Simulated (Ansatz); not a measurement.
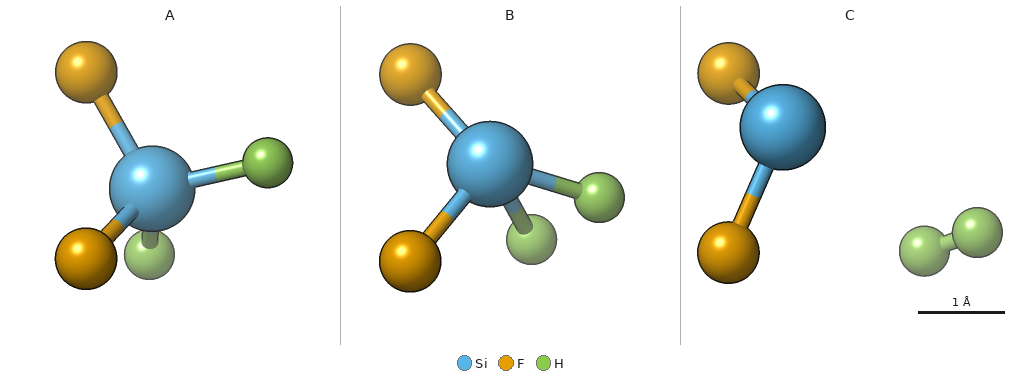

Three geometries of SiH2F2: a saddle point and the two relaxed ends that it joins, in shuffled order. Style: ball-and-stick. Shown at a tilt. Sticks join atoms that are closer than about 1.2 times the sum of their covalent radii (a little more with hydrogen).

Stationary points at PBE0-D4/def2-TZVP, single-point energies with CCSD(T)/CBS, wB97M-V, BHLYP-D4, r2SCAN0-D4, PBE-QIDH, r2SCAN-D4 (def2-TZVPP where no basis is named; Ansatz 0.2.0). The energies are electronic, without zero-point or thermal terms, and both ends are the relaxed geometries reached downhill from the saddle, with any fragments still in contact. CCSD(T)/CBS stands for a frozen-core estimate: MP2 correlation extrapolated from def2-TZVPP and def2-QZVPP, CCSD(T) minus MP2 from the smaller set.

Identify the saddle point and describe the reaction.

Answer. Frame B is the saddle point. Counted by bonded pieces, C holds H₂ + SiF₂ and A holds SiH₂F₂. From C over the saddle to A, bonds form: H–Si (3.28 → 1.48 → 1.47 Å), H–Si (3.23 → 1.76 → 1.47 Å). A bond breaks: H–H (0.75 → 1.23 → 2.48 Å). The saddle has one imaginary mode, 1518i cm⁻¹. The end C keeps a soft imaginary mode of 61i cm⁻¹, so it isn't quite a minimum. With CCSD(T)/CBS the barrier is 49.7 kcal/mol from C and 87.9 kcal/mol from A, and A lies 38.2 kcal/mol below C. By Pauling bond orders of the changing bonds the saddle lies closer to A, the lower end, against what Hammond's postulate suggests.

```csv
level,barrier from C (kcal/mol),barrier from A (kcal/mol),A less C (kcal/mol)
CCSD(T)/CBS,49.7,87.9,−38.2
wB97M-V,53.5,88.2,−34.7
BHLYP-D4,53.0,93.9,−41.0
r2SCAN0-D4,45.8,88.5,−42.7
PBE-QIDH,49.3,91.8,−42.5
r2SCAN-D4,43.1,83.5,−40.4
```

Against CCSD(T)/CBS, PBE-QIDH comes closest on the barrier from C (−0.4 kcal/mol) and r2SCAN-D4 misses most (−6.7 kcal/mol). At 1 of the 3 structures the mean-field solution behind PBE-QIDH isn't stable (a lower one of broken symmetry exists), so those energies are less reliable.

Limits of the set-up: the start holds two separate molecules, 3.2 Å apart at their closest, whose relative position is a soft coordinate.
